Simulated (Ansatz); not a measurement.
## Electronic structure of CH5B (SMILES BC) in real space

Input file:

```
basis:
  gaussian:
    orbitals: def2-TZVPD
crystal:
  periodic: [false, false, false]
  atoms:
    - {symbol: C, position_ang: [1.211693, -1.123704, -1.390619]}
    - {symbol: B, position_ang: [0.520445, -0.858503, -0.026322]}
    - {symbol: H, position_ang: [-0.577032, -1.311343, 0.213265]}
    - {symbol: H, position_ang: [1.742095, -2.084398, -1.201767]}
    - {symbol: H, position_ang: [1.094873, -0.260376, 0.856404]}
    - {symbol: H, position_ang: [0.536906, -1.320822, -2.236871]}
    - {symbol: H, position_ang: [1.994682, -0.405536, -1.676102]}
hamiltonian:
  xc: pbe0
output: {forces: true, orbitals: {seedname: orbitals}}
```

Run with:

```sh
ansatz run input.yaml --threads 1 --pin off --max-ram 2610MiB --events-out events.jsonl --progress --plain --runs-dir runs
```

Geometry: r2SCAN-D4/def2-SVP.

Method: isolated molecule in a Gaussian basis; Kohn-Sham density functional theory, functional PBE0 in Ansatz.

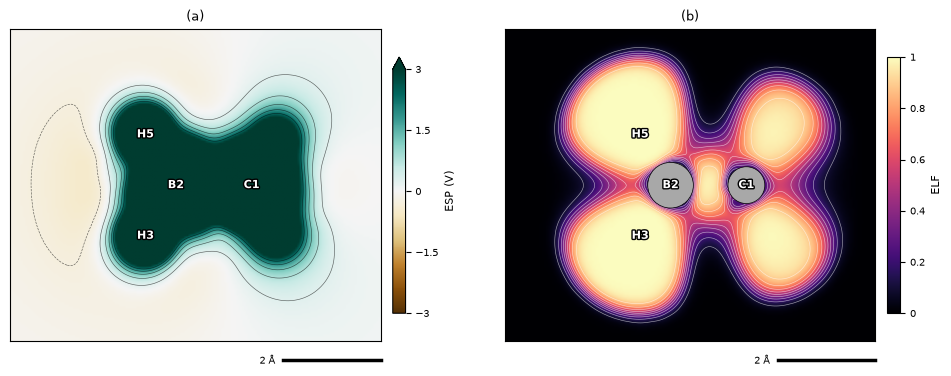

Figure 1. (a) electrostatic potential; (b) electron localisation function on the plane of atoms C1, B2 and H5. Grey discs cover the atomic cores in the ELF map.

> Read the bonding off the picture.

The section cuts through C, B and H sites. C–B (1.55 Å): the ELF peaks at about 1 between the atoms, as expected for localised, covalent bonding. B–H (1.21 Å): the ELF climbs to about 1 towards the hydrogen, as it does in any bond to H; an ordinary covalent bond to hydrogen. Outside the dense part of the molecule the potential is most negative (−0.5 V) near H3 and H5.

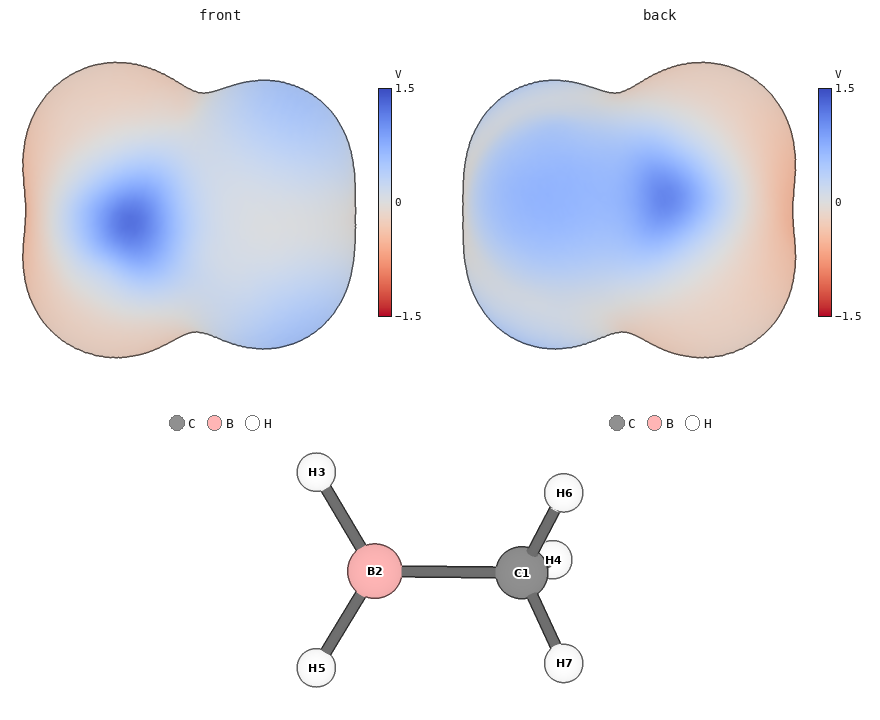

Figure 2. The electrostatic potential painted on the density surface at 0.001 e/bohr³, seen from the front and from behind; red is negative and blue positive. The bare structure is drawn below in the same view.

> Which sites attract a positive test charge, and which a negative one?

A positive charge is drawn to the negative regions and a negative charge to the positive ones. The most negative region (about −0.5 V) lies over H3, the most positive (about +1.1 V) over B2.

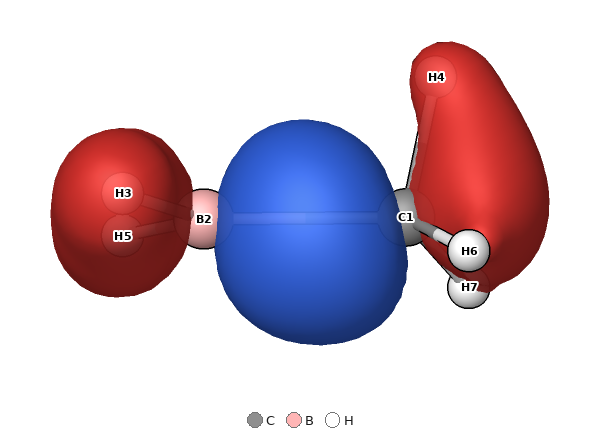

Figure 3. The HOMO−1 at ±0.2 Å⁻³ᐟ² (red and blue are the two phases), seen from one side.

> Where does this orbital lie, and at what energy?

It lies mainly on C1 (about 40 %), B2 (about 30 %), H3 (about 10 %) and H5 (about 10 %). Its energy is −9.45 eV.
